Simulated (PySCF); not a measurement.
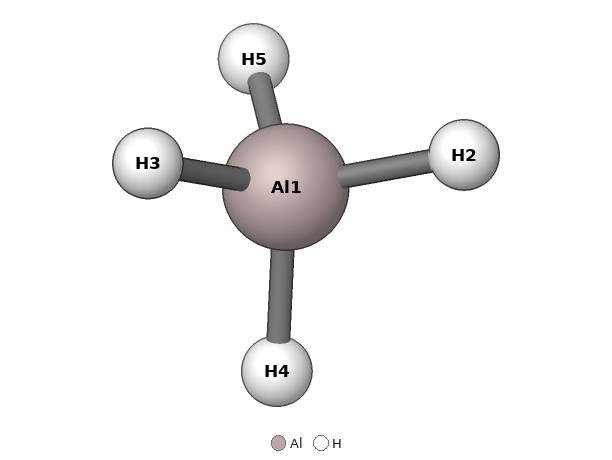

The atoms are numbered. The species has charge −1 and is a spin singlet. Computed geometry: PBE0-D3(BJ)/def2-SVP optimisation. No frequency run is at hand to confirm it as a minimum.

**Describe the coordination of atom 1.**

Al1 has 4 neighbours (H2 at 1.65, H3 at 1.65, H4 at 1.65, H5 at 1.65 Å); the arrangement is tetrahedral.
